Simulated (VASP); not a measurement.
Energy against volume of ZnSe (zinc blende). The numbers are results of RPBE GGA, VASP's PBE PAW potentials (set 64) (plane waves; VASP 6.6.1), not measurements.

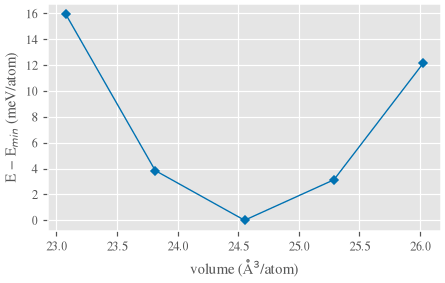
Energy against volume

Estimate the equilibrium volume and the bulk modulus.

The minimum lies near 24.6 Å³/atom, and the curvature gives B0 of about 50 GPa.

Measured: bulk modulus 62.4 GPa (computed value off by -19.5 %), as given by Cormac Toher et al., Physical Review Materials (2017), arXiv:1611.05714; a 5.668 Å (computed value off by +2.6 %), as given by Martin Albrecht et al., Physical review. B, Condensed matter (1997), arXiv:cond-mat/9706128. The calculation is for a static lattice, while the measured bulk modulus, a hold thermal and zero-point effects, which are part of the difference.

The compound is ZnSe in the zinc blende structure. It was relaxed first, which changed the volume by +8 %.
